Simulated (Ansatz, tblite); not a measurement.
# Sn(OH)H3 (SnH4O): removing and adding an electron

What does removing or adding an electron cost or gain for Sn(OH)H3 (SnH4O)? Each charged state is run at several levels.

Program: Ansatz 0.2.0, Gaussian basis. Level of theory: as each input shows. These are calculated values, not measurements.

Plan: charge +1 doublet, at the geometry of the singlet (PBE0-D4/def2-TZVP, PBE-D4/def2-TZVP, r2SCAN-D4/def2-TZVP, CCSD(T)/def2-TZVPP); charge -1 doublet, at the geometry of the singlet (PBE0-D4/def2-TZVPD, PBE-D4/def2-TZVPD, r2SCAN-D4/def2-TZVPD, CCSD(T)/def2-TZVPD); the starting singlet's energies come from earlier runs.

3 further runs of the same task are left out: 1 that didn't finish, 2 set aside as unsound or not needed.

## Step 1: The geometry

The geometry is that of the singlet, from an earlier relaxation (PBE0-D4/def2-TZVP).

6 atoms, charge 0, spin multiplicity 1.

Atoms are counted from 1 here; the program's logs count them from 0.

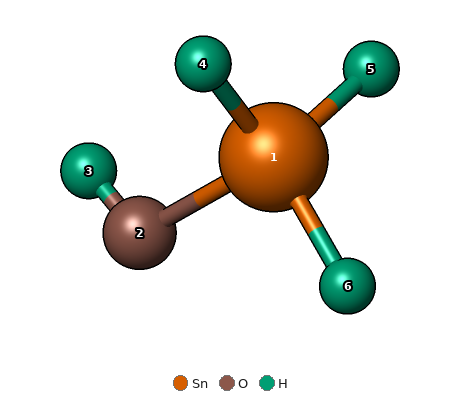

The structure; tin orange, oxygen brown, hydrogen teal; atoms are numbered from 1 in the order of the file.

Sn takes a core potential in the def2 sets. No spin-orbit coupling is included.

## Step 2: Charge +1 doublet at the fixed geometry, PBE0-D4/def2-TZVP

The input, in.yaml:

```yaml
crystal:
  periodic: [false, false, false]
  atoms:
    - {symbol: Sn, position_ang: [-0.065787, -0.122261, -0.475144]}
    - {symbol: O, position_ang: [-0.076244, -0.120233, 1.494647]}
    - {symbol: H, position_ang: [0.353240, 0.649056, 1.874819]}
    - {symbol: H, position_ang: [1.558081, -0.117204, -1.008355]}
    - {symbol: H, position_ang: [-0.889182, 1.271868, -1.022628]}
    - {symbol: H, position_ang: [-0.880109, -1.561216, -0.863339]}
basis:
  gaussian: {orbitals: def2-TZVP}
total_charge: 1
magnetization: {spin_polarized: true, initial_magnetization: 1}
hamiltonian: {xc: pbe0, dispersion: d4}
output: {orbitals: {seedname: orbitals}}
```

Run with:

```sh
$ ansatz run in.yaml --threads 4 --pin off --events-out ev --progress --plain --max-ram 3916MiB
```

What it wrote:

```text
Functional definition: PBE0
  name "PBE0"
  cite "Adamo & Barone, J. Chem. Phys. 110, 6158 (1999) doi:10.1063/1.478522"
  cite "Perdew, Burke & Ernzerhof, Phys. Rev. Lett. 77, 3865 (1996) doi:10.1103/PhysRevLett.77.3865"
  parent pbe
  parameter a = 0.25
  parameter kappa = 0.804
  parameter beta = 0.06672455060314922
  exchange = (1 - a)*pbe_x(kappa = kappa, mu = beta*pi^2/3) + a*exact_x
  correlation = pbe_c(beta = beta)
788 factors; their error is unknown
mean field evaluation 1: about -7913.3419 eV, gradient 7.1e1 eV
mean field evaluation 2: about -7734.7556 eV, gradient 1.5e2 eV
mean field evaluation 4: about -7931.1966 eV, gradient 8.2e0 eV
mean field evaluation 8: about -7931.5998 eV, gradient 3.3e-1 eV
mean field evaluation 16: about -7931.6800 eV, gradient 1.4e-3 eV
mean field evaluation 32: about -7931.6800 eV, gradient 1.7e-5 eV
mean field -7931.67998985 eV, -291.4838633411 hartree, gradient 1.7e-5 eV, S^2 0.763908; 4 other end points of the search recorded, 0 dependent functions left out
reference -7931.68002121 eV, -291.4838644938 hartree; 17, 16 occupied and 88, 89 virtual orbitals, 788 factors
Total energy: -7931.72714484 eV, -291.4855962551 hartree
```

Wall time 9.5 s (4 threads of Intel Xeon at 2.50GHz, shared host).

From the report: HOMO -15.07 eV, LUMO -12.78 eV (over both spins); ⟨S²⟩ 0.764 (pure: 0.75).

## Step 3: Charge +1 doublet at the fixed geometry, PBE-D4/def2-TZVP

start.molden holds the orbitals of an earlier run on this state, given as this run's starting guess.

Edit in.yaml of step 2 so:

```diff
@@ -10,6 +10,7 @@
 basis:
-  gaussian: {orbitals: def2-TZVP}
+  gaussian: {orbitals: def2-TZVP, initial_orbitals: start.molden}
 total_charge: 1
 magnetization: {spin_polarized: true, initial_magnetization: 1}
-hamiltonian: {xc: pbe0, dispersion: d4}
+hamiltonian: {xc: pbe, dispersion: d4}
+scf: {omitted_lower_state_checks: [starts]}
 output: {orbitals: {seedname: orbitals}}
```

Same command.

What it wrote:

```text
Functional definition: PBE
  name "PBE"
  cite "Perdew, Burke & Ernzerhof, Phys. Rev. Lett. 77, 3865 (1996) doi:10.1103/PhysRevLett.77.3865"
  parent pbe
  parameter kappa = 0.804
  parameter beta = 0.06672455060314922
  exchange = pbe_x(kappa = kappa, mu = beta*pi^2/3)
  correlation = pbe_c(beta = beta)
these checks for a lower state are left out or cut short: starts
715 factors; their error is unknown
mean field evaluation 1: about -7931.5302 eV, gradient 4.7e0 eV
mean field evaluation 2: about -7931.6478 eV, gradient 1.9e-1 eV
mean field evaluation 4: about -7931.6425 eV, gradient 5.5e-3 eV
mean field evaluation 8: about -7931.6425 eV, gradient 6.4e-5 eV
mean field -7931.64250542 eV, -291.4824858136 hartree, gradient 1.3e-5 eV, S^2 0.756674; 0 other end points of the search recorded, 0 dependent functions left out
reference -7931.64254799 eV, -291.4824873783 hartree; 17, 16 occupied and 88, 89 virtual orbitals, 715 factors
Total energy: -7931.69916412 eV, -291.4845679827 hartree
Checks for a lower state left out: starts
```

It took 5 s on 4 threads of Intel Xeon at 2.50GHz, shared host.

HOMO -13.97 eV, LUMO -13.61 eV (over both spins); ⟨S²⟩ 0.757 (pure: 0.75).

## Step 4: Charge +1 doublet at the fixed geometry, r2SCAN-D4/def2-TZVP

Edit in.yaml of step 3 so:

```diff
@@ -13,3 +13,3 @@
 magnetization: {spin_polarized: true, initial_magnetization: 1}
-hamiltonian: {xc: pbe, dispersion: d4}
+hamiltonian: {xc: r2scan, dispersion: d4}
 scf: {omitted_lower_state_checks: [starts]}
```

Launched as before.

What it wrote:

```text
Functional definition: r2SCAN
  name "r2SCAN"
  cite "Furness, Kaplan, Ning, Perdew & Sun, J. Phys. Chem. Lett. 11, 8208 (2020) doi:10.1021/acs.jpclett.0c02405"
  cite "Furness, Kaplan, Ning, Perdew & Sun, J. Phys. Chem. Lett. 11, 9248 (2020) doi:10.1021/acs.jpclett.0c03077"
  parent r2scan
  parameter k0 = 0.174
  parameter k1 = 0.065
  parameter a1 = 4.9479
  exchange = r2scan_x(k0 = k0, k1 = k1, a1 = a1)
  correlation = r2scan_c
these checks for a lower state are left out or cut short: starts
715 factors; their error is unknown
mean field evaluation 1: about -7935.0997 eV, gradient 3.3e0 eV
mean field evaluation 2: about -7935.1322 eV, gradient 7.6e-2 eV
mean field evaluation 4: about -7935.1259 eV, gradient 1.8e-3 eV
mean field evaluation 8: about -7935.1258 eV, gradient 5.1e-5 eV
mean field -7935.12584987 eV, -291.6104963613 hartree, gradient 1.5e-5 eV, S^2 0.764035; 0 other end points of the search recorded, 0 dependent functions left out
reference -7935.12586368 eV, -291.6104968686 hartree; 17, 16 occupied and 88, 89 virtual orbitals, 715 factors
Total energy: -7935.13822841 eV, -291.6109512640 hartree
Checks for a lower state left out: starts
```

Wall time 7.5 s (4 threads of Intel Xeon at 2.50GHz, shared host).

Report: HOMO -14.22 eV, LUMO -13.52 eV (over both spins); ⟨S²⟩ 0.764 (pure: 0.75).

## Step 5: Charge +1 doublet at the fixed geometry, CCSD(T)/def2-TZVPP

Edit in.yaml of step 4 so:

```diff
@@ -10,7 +10,7 @@
 basis:
-  gaussian: {orbitals: def2-TZVP, initial_orbitals: start.molden}
+  gaussian: {orbitals: def2-TZVPP, initial_orbitals: start.molden}
 total_charge: 1
 magnetization: {spin_polarized: true, initial_magnetization: 1}
-hamiltonian: {xc: r2scan, dispersion: d4}
-scf: {omitted_lower_state_checks: [starts]}
+correlation: {method: ccsd_t}
+scf: {omitted_lower_state_checks: [starts, cluster_reference]}
 output: {orbitals: {seedname: orbitals}}
```

Launched as before.

What it wrote:

```text
Functional definition: HF
  name "HF"
  cite "Fock, Z. Phys. 61, 126 (1930) doi:10.1007/BF01340294"
  parent pbe
  exchange = exact_x
  correlation = 0
these checks for a lower state are left out or cut short: starts, cluster_reference
969 factors; integrals over basis functions are off by at most 9.7e-4 eV
mean field evaluation 1: about -7895.8671 eV, gradient 1.4e1 eV
mean field evaluation 2: about -7897.2282 eV, gradient 4.6e0 eV
mean field evaluation 4: about -7897.3205 eV, gradient 1.3e-1 eV
mean field evaluation 8: about -7897.3210 eV, gradient 2.5e-6 eV
mean field -7897.32104414 eV, -290.2211953755 hartree, gradient 2.5e-6 eV, S^2 0.759502; 0 other end points of the search recorded, 0 dependent functions left out
5 core orbitals not correlated: weight in the atoms' cores, before any rotation towards them, 1.000 or more for the frozen orbitals, at most 0.000 for the correlated occupied ones
reference -7897.32104414 eV, -290.2211953755 hartree; 12, 11 occupied and 120, 121 virtual orbitals, 969 factors
second order -14.09351553 eV of doubles, -0.00000000 eV of singles
cycle   1  -14.33729998 eV  change   -2.4e-1 eV  update   9.5e-2
cycle   2  -14.74793008 eV  change   -4.1e-1 eV  update   3.3e-2
cycle   3  -14.81717768 eV  change   -6.9e-2 eV  update   3.3e-2
cycle   4  -14.84300133 eV  change   -2.6e-2 eV  update   2.5e-2
cycle   5  -14.87058563 eV  change   -2.8e-2 eV  update   2.1e-2
cycle   6  -14.91078715 eV  change   -4.0e-2 eV  update   1.2e-2
cycle   7  -14.91788426 eV  change   -7.1e-3 eV  update   3.4e-3
cycle   8  -14.91865944 eV  change   -7.8e-4 eV  update   9.4e-4
cycle   9  -14.91915564 eV  change   -5.0e-4 eV  update   3.4e-4
cycle  10  -14.91872682 eV  change    4.3e-4 eV  update   1.3e-4
cycle  11  -14.91879885 eV  change   -7.2e-5 eV  update   5.1e-5
cycle  12  -14.91882662 eV  change   -2.8e-5 eV  update   2.3e-5
perturbative correction -0.42474343 eV, -0.0156090333 hartree
Total energy: -7912.66461418 eV, -290.7850611746 hartree
Checks for a lower state left out: starts, cluster_reference
```

Wall time 69 s (4 threads of Intel Xeon at 2.50GHz, shared host); peak memory 2 GiB.

From the report: Hartree-Fock HOMO -17.76 eV, LUMO -6.83 eV (over both spins); ⟨S²⟩ 0.760 (pure: 0.75); T1 0.044.

## Step 6: Vertical ionisation energy

Charged state less starting state, singlet to doublet; the starting state's energies are those of its earlier runs.

Differences are taken before rounding.

| method | vertical ionisation energy (eV) | from CCSD(T)/def2-TZVPP (eV) | time |
| --- | --- | --- | --- |
| HF/def2-TZVPP | 9.40 | -1.39 |  |
| PBE-D4/def2-TZVP | 10.21 | -0.59 | 7.3 s |
| r2SCAN-D4/def2-TZVP | 10.34 | -0.46 | 11 s |
| PBE0-D4/def2-TZVP | 10.51 | -0.29 | 13 s |
| MP2/def2-TZVPP | 11.25 | +0.46 |  |
| CCSD/def2-TZVPP | 10.74 | -0.05 |  |
| CCSD(T)/def2-TZVPP | 10.79 | 0 | 90 s |

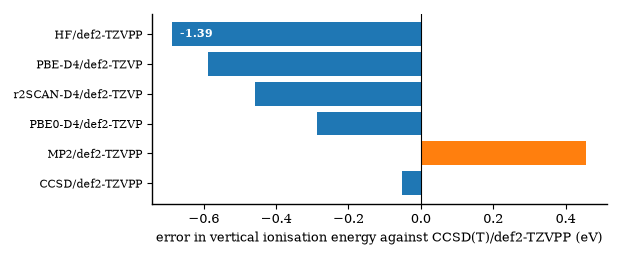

Deviations from CCSD(T)/def2-TZVPP, method by method. Bars with a number in them are cut short.

Times add the two runs; a level without a time comes out of a correlated run.

Beside −ε(HOMO) of the starting state:

| level | −ε(HOMO) (eV) | by difference (eV) | mismatch (eV) |
| --- | --- | --- | --- |
| PBE-D4/def2-TZVP | 6.60 | 10.21 | -3.60 |
| r2SCAN-D4/def2-TZVP | 6.96 | 10.34 | -3.37 |
| PBE0-D4/def2-TZVP | 8.20 | 10.51 | -2.30 |

## Step 7: Charge -1 doublet at the fixed geometry, PBE0-D4/def2-TZVPD

Edit in.yaml of step 5 so:

```diff
@@ -10,7 +10,6 @@
 basis:
-  gaussian: {orbitals: def2-TZVPP, initial_orbitals: start.molden}
-total_charge: 1
+  gaussian: {orbitals: def2-TZVPD}
+total_charge: -1
 magnetization: {spin_polarized: true, initial_magnetization: 1}
-correlation: {method: ccsd_t}
-scf: {omitted_lower_state_checks: [starts, cluster_reference]}
+hamiltonian: {xc: pbe0, dispersion: d4}
 output: {orbitals: {seedname: orbitals}}
```

Launched as before.

What it wrote:

```text
Functional definition: PBE0
  name "PBE0"
  cite "Adamo & Barone, J. Chem. Phys. 110, 6158 (1999) doi:10.1063/1.478522"
  cite "Perdew, Burke & Ernzerhof, Phys. Rev. Lett. 77, 3865 (1996) doi:10.1103/PhysRevLett.77.3865"
  parent pbe
  parameter a = 0.25
  parameter kappa = 0.804
  parameter beta = 0.06672455060314922
  exchange = (1 - a)*pbe_x(kappa = kappa, mu = beta*pi^2/3) + a*exact_x
  correlation = pbe_c(beta = beta)
876 factors; their error is unknown
mean field evaluation 1: about -7940.7067 eV, gradient 1.4e1 eV
mean field evaluation 2: about -7940.9462 eV, gradient 1.3e1 eV
mean field evaluation 4: about -7941.4820 eV, gradient 1.1e0 eV
mean field evaluation 8: about -7941.4918 eV, gradient 6.0e-2 eV
mean field evaluation 16: about -7941.5666 eV, gradient 3.1e-3 eV
mean field evaluation 32: about -7941.5275 eV, gradient 6.8e-1 eV
mean field -7941.56659576 eV, -291.8471894071 hartree, gradient 1.3e-5 eV, S^2 0.751471; 7 other end points of the search recorded, 0 dependent functions left out
reference -7941.56664103 eV, -291.8471910707 hartree; 18, 17 occupied and 114, 115 virtual orbitals, 876 factors
Total energy: -7941.65710211 eV, -291.8505154540 hartree
```

Run time: 11 s. Hardware: 4 threads of Intel Xeon at 2.50GHz, shared host.

From the report: HOMO 1.95 eV, LUMO 3.30 eV (over both spins); ⟨S²⟩ 0.751 (pure: 0.75). Doubts: highest occupied level lies above zero.

## Step 8: Charge -1 doublet at the fixed geometry, PBE-D4/def2-TZVPD

Edit in.yaml of step 7 so:

```diff
@@ -10,6 +10,7 @@
 basis:
-  gaussian: {orbitals: def2-TZVPD}
+  gaussian: {orbitals: def2-TZVPD, initial_orbitals: start.molden}
 total_charge: -1
 magnetization: {spin_polarized: true, initial_magnetization: 1}
-hamiltonian: {xc: pbe0, dispersion: d4}
+hamiltonian: {xc: pbe, dispersion: d4}
+scf: {omitted_lower_state_checks: [starts]}
 output: {orbitals: {seedname: orbitals}}
```

Launched as before.

What it wrote:

```text
Functional definition: PBE
  name "PBE"
  cite "Perdew, Burke & Ernzerhof, Phys. Rev. Lett. 77, 3865 (1996) doi:10.1103/PhysRevLett.77.3865"
  parent pbe
  parameter kappa = 0.804
  parameter beta = 0.06672455060314922
  exchange = pbe_x(kappa = kappa, mu = beta*pi^2/3)
  correlation = pbe_c(beta = beta)
these checks for a lower state are left out or cut short: starts
792 factors; their error is unknown
mean field evaluation 1: about -7941.2833 eV, gradient 4.7e0 eV
mean field evaluation 2: about -7941.3608 eV, gradient 8.6e-2 eV
mean field evaluation 4: about -7941.3535 eV, gradient 1.8e-2 eV
mean field evaluation 8: about -7941.3535 eV, gradient 1.1e-5 eV
mean field -7941.35347400 eV, -291.8393573267 hartree, gradient 1.1e-5 eV, S^2 0.750845; 0 other end points of the search recorded, 0 dependent functions left out
reference -7941.35352840 eV, -291.8393593260 hartree; 18, 17 occupied and 114, 115 virtual orbitals, 792 factors
Total energy: -7941.46182671 eV, -291.8433392155 hartree
Checks for a lower state left out: starts
```

It took 6 s on 4 threads of Intel Xeon at 2.50GHz, shared host.

From the report: HOMO 2.36 eV, LUMO 2.79 eV (over both spins); ⟨S²⟩ 0.751 (pure: 0.75). Doubts: highest occupied level lies above zero.

## Step 9: Charge -1 doublet at the fixed geometry, r2SCAN-D4/def2-TZVPD

Edit in.yaml of step 8 so:

```diff
@@ -13,3 +13,3 @@
 magnetization: {spin_polarized: true, initial_magnetization: 1}
-hamiltonian: {xc: pbe, dispersion: d4}
+hamiltonian: {xc: r2scan, dispersion: d4}
 scf: {omitted_lower_state_checks: [starts]}
```

Same command.

What it wrote:

```text
Functional definition: r2SCAN
  name "r2SCAN"
  cite "Furness, Kaplan, Ning, Perdew & Sun, J. Phys. Chem. Lett. 11, 8208 (2020) doi:10.1021/acs.jpclett.0c02405"
  cite "Furness, Kaplan, Ning, Perdew & Sun, J. Phys. Chem. Lett. 11, 9248 (2020) doi:10.1021/acs.jpclett.0c03077"
  parent r2scan
  parameter k0 = 0.174
  parameter k1 = 0.065
  parameter a1 = 4.9479
  exchange = r2scan_x(k0 = k0, k1 = k1, a1 = a1)
  correlation = r2scan_c
these checks for a lower state are left out or cut short: starts
792 factors; their error is unknown
mean field evaluation 1: about -7944.8515 eV, gradient 3.2e0 eV
mean field evaluation 2: about -7944.8815 eV, gradient 4.0e-2 eV
mean field evaluation 4: about -7944.8736 eV, gradient 3.2e-3 eV
mean field evaluation 8: about -7944.8736 eV, gradient 2.2e-5 eV
mean field -7944.87359551 eV, -291.9687194064 hartree, gradient 1.1e-5 eV, S^2 0.752616; 0 other end points of the search recorded, 0 dependent functions left out
reference -7944.87362769 eV, -291.9687205889 hartree; 18, 17 occupied and 114, 115 virtual orbitals, 792 factors
Total energy: -7944.89849544 eV, -291.9696344617 hartree
Checks for a lower state left out: starts
```

Wall time 9.1 s (4 threads of Intel Xeon at 2.50GHz, shared host).

HOMO 2.30 eV, LUMO 3.07 eV (over both spins); ⟨S²⟩ 0.753 (pure: 0.75). Doubts: highest occupied level lies above zero.

## Step 10: Charge -1 doublet at the fixed geometry, CCSD(T)/def2-TZVPD

Edit in.yaml of step 9 so:

```diff
@@ -13,4 +13,4 @@
 magnetization: {spin_polarized: true, initial_magnetization: 1}
-hamiltonian: {xc: r2scan, dispersion: d4}
-scf: {omitted_lower_state_checks: [starts]}
+correlation: {method: ccsd_t}
+scf: {omitted_lower_state_checks: [starts, cluster_reference]}
 output: {orbitals: {seedname: orbitals}}
```

The command is unchanged.

What it wrote:

```text
Functional definition: HF
  name "HF"
  cite "Fock, Z. Phys. 61, 126 (1930) doi:10.1007/BF01340294"
  parent pbe
  exchange = exact_x
  correlation = 0
these checks for a lower state are left out or cut short: starts, cluster_reference
1066 factors; integrals over basis functions are off by at most 8.5e-4 eV
mean field evaluation 1: about -7904.7663 eV, gradient 1.2e1 eV
mean field evaluation 2: about -7905.3346 eV, gradient 6.0e-1 eV
mean field evaluation 4: about -7905.3832 eV, gradient 2.0e-2 eV
mean field evaluation 8: about -7905.3853 eV, gradient 1.8e-6 eV
mean field -7905.38527302 eV, -290.5175503209 hartree, gradient 4.8e-6 eV, S^2 0.752428; 0 other end points of the search recorded, 0 dependent functions left out
5 core orbitals not correlated: weight in the atoms' cores, before any rotation towards them, 1.000 or more for the frozen orbitals, at most 0.000 for the correlated occupied ones
reference -7905.38527302 eV, -290.5175503209 hartree; 13, 12 occupied and 114, 115 virtual orbitals, 1066 factors
second order -16.15182036 eV of doubles, -0.00000000 eV of singles
cycle   1  -15.92385588 eV  change    2.3e-1 eV  update   1.2e-1
cycle   2  -16.40266589 eV  change   -4.8e-1 eV  update   4.4e-2
cycle   3  -16.52891194 eV  change   -1.3e-1 eV  update   3.3e-2
cycle   4  -16.51874433 eV  change    1.0e-2 eV  update   2.0e-2
cycle   5  -16.50502133 eV  change    1.4e-2 eV  update   1.5e-2
cycle   6  -16.51135376 eV  change   -6.3e-3 eV  update   1.1e-2
cycle   7  -16.51640089 eV  change   -5.0e-3 eV  update   7.9e-3
cycle   8  -16.51800468 eV  change   -1.6e-3 eV  update   5.2e-3
cycle   9  -16.52108956 eV  change   -3.1e-3 eV  update   3.4e-3
cycle  10  -16.52080586 eV  change    2.8e-4 eV  update   1.8e-3
cycle  11  -16.52047983 eV  change    3.3e-4 eV  update   9.3e-4
cycle  12  -16.52113941 eV  change   -6.6e-4 eV  update   4.4e-4
cycle  13  -16.52115418 eV  change   -1.5e-5 eV  update   1.8e-4
cycle  14  -16.52128795 eV  change   -1.3e-4 eV  update   9.9e-5
cycle  15  -16.52137985 eV  change   -9.2e-5 eV  update   5.6e-5
cycle  16  -16.52134831 eV  change    3.2e-5 eV  update   3.1e-5
cycle  17  -16.52134314 eV  change    5.2e-6 eV  update   1.8e-5
perturbative correction -0.54582575 eV, -0.0200587262 hartree
Total energy: -7922.45244190 eV, -291.1447572088 hartree
Checks for a lower state left out: starts, cluster_reference
```

It took 78 s on 4 threads of Intel Xeon at 2.50GHz, shared host; peak memory 1.9 GiB.

Hartree-Fock HOMO 1.22 eV, LUMO 4.84 eV (over both spins); ⟨S²⟩ 0.752 (pure: 0.75); T1 0.044. Doubts: highest occupied level lies above zero.

## Step 11: Vertical electron affinity

Starting state less charged state (positive: the electron is bound), singlet to doublet; the starting state's energies are those of its earlier runs.

Differences are taken before rounding.

| method | vertical electron affinity (eV) | from CCSD(T)/def2-TZVPD (eV) | time |
| --- | --- | --- | --- |
| HF/def2-TZVPD | -1.31 | -0.53 |  |
| PBE-D4/def2-TZVPD | -0.51 | +0.27 | 8.9 s |
| r2SCAN-D4/def2-TZVPD | -0.63 | +0.15 | 13 s |
| PBE0-D4/def2-TZVPD | -0.63 | +0.15 | 15 s |
| MP2/def2-TZVPD | -0.87 | -0.09 |  |
| CCSD/def2-TZVPD | -0.84 | -0.07 |  |
| CCSD(T)/def2-TZVPD | -0.78 | 0 | 1.7 min |

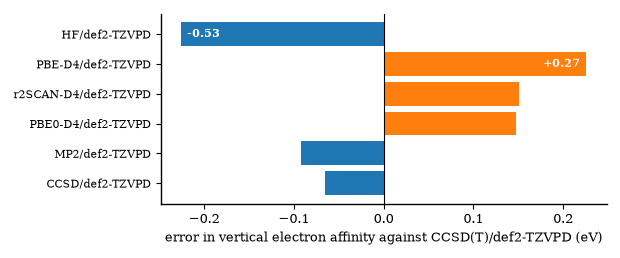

Error of each method against CCSD(T)/def2-TZVPD. Bars with a number in them are cut short.

Times add the two runs; a level without a time comes out of a correlated run.

Beside −ε(LUMO) of the starting state:

| level | −ε(LUMO) (eV) | by difference (eV) | mismatch (eV) |
| --- | --- | --- | --- |
| PBE-D4/def2-TZVPD | 1.44 | -0.51 | +1.94 |
| r2SCAN-D4/def2-TZVPD | 0.99 | -0.63 | +1.61 |
| PBE0-D4/def2-TZVPD | 0.67 | -0.63 | +1.30 |

## Step 12: Summary of results

| quantity | value |
| --- | --- |
| vertical ionisation energy, functionals in def2-TZVP | 10.21 (PBE-D4) to 10.51 eV (PBE0-D4) |
| vertical ionisation energy, CCSD(T)/def2-TZVPP | 10.79 eV |
| vertical electron affinity, functionals in def2-TZVPD | -0.63 (PBE0-D4) to -0.51 eV (PBE-D4) |
| vertical electron affinity, CCSD(T)/def2-TZVPD | -0.78 eV |

In words: The vertical ionisation energy spans 10.21 to 10.51 eV over the functionals, beside 10.79 eV from CCSD(T)/def2-TZVPP. −ε(HOMO) misses the level's own difference by -2.30 eV at best (PBE0-D4) and -3.60 eV at worst (PBE-D4). The reference is CCSD(T) in one finite basis, so it carries an error of its own, often a tenth of an eV or more, and near misses can't be ranked. The vertical electron affinity spans -0.63 to -0.51 eV over the functionals, beside -0.78 eV from CCSD(T)/def2-TZVPD. A negative affinity means an unbound electron, held by the basis alone. −ε(LUMO) misses the level's own difference by +1.30 eV at best (PBE0-D4) and +1.94 eV at worst (PBE-D4).
